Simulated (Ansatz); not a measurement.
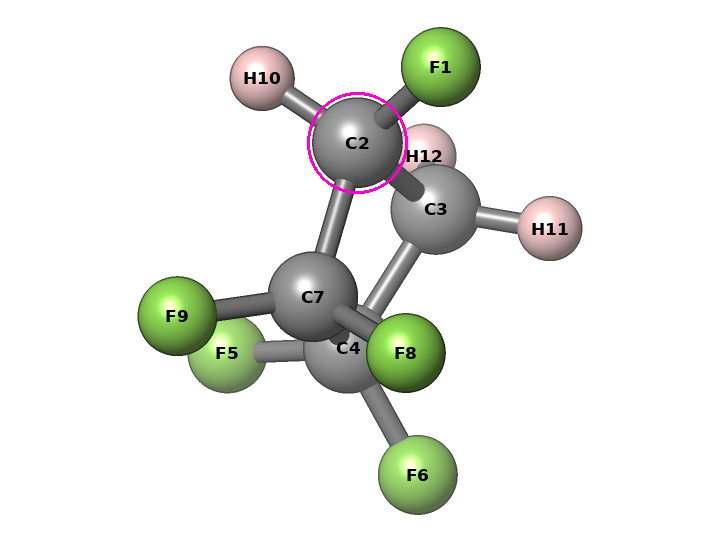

Atoms fade into the background with distance from the viewer. Circles mark the stereogenic atoms. The geometry was computed by an optimisation with PBE0-D4/def2-TZVP.

Give the R/S and E/Z labels.

C2: S (priorities F1 > C7 > C3 > H10).

Write the isomeric SMILES.

F[C@H]1CC(F)(F)C1(F)F
